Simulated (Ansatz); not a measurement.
The starting structures come from a database of crystals and need not be the phases stable at ambient conditions.

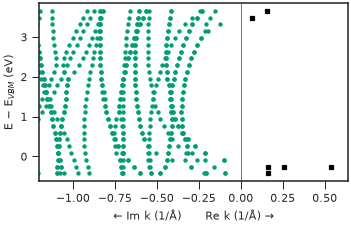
Figure. Complex bands at the centre of the two-dimensional zone; r2SCAN in Ansatz (an electronic-structure program)

The gap is the functional's own. No spin-orbit coupling. Mid-gap values are interpolated on the energy grid.

This is BaPb$_{2}$IF$_{5}$ (P4/nmm, not sure to be the ambient phase, 18 atoms a cell, 20.4 Å³ an atom) along the normal of (101). Read off the slowest decay at the centre of the two-dimensional zone at 1.78 eV, the computed energy nearest the middle of the gap.

κ ≈ 0.34 1/Å, a decay length 1/(2κ) of the density of 1.5 Å.
